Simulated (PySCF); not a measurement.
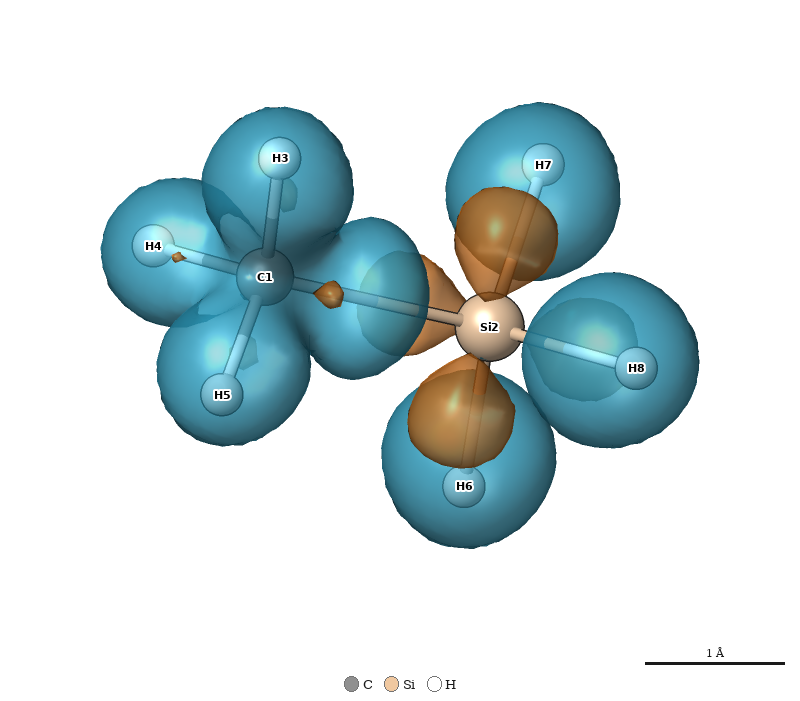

Figure 1: CH6Si, SMILES `C[SiH3]`. Deformation density (molecule less spherical, spin-averaged free atoms at the same positions), surfaces at ±0.08 e/Å³; light blue: gain, orange: loss.

Method: ωB97X/6-31G*; geometry: GFN2-xTB; program: PySCF. No frequency check shows the geometry to be a minimum.

Coordinates in Å:

```
C1      -1.2503   -0.0001    0.0000
Si2      0.6452    0.0000    0.0000
H3      -1.6452   -0.1097    1.0064
H4      -1.6452    0.9265   -0.4081
H5      -1.6453   -0.8166   -0.5983
H6       1.1352    0.1536   -1.3718
H7       1.1352    1.1112    0.8189
H8       1.1351   -1.2648    0.5529
```

> Describe the bonding that the map shows.

C1–H5, C1–H3 and C1–H4: +0.60 e/Å³ at the bond critical point (bond length 1.09 Å, Mayer order 0.9). Si2–H6, Si2–H7 and Si2–H8: +0.20 e/Å³ at the bond critical point (bond length 1.47 Å, Mayer order 1.0). C1–Si2: +0.16 e/Å³ at the bond critical point (bond length 1.90 Å, Mayer order 1.0). In all, 1.7 electrons gather in the regions of gain relative to the promolecule.

The PySCF run took 3.7 s on 1 thread of Intel(R) Xeon(R) Platinum 8488C (Sapphire Rapids), on a shared host, peak memory 0.24 GiB.
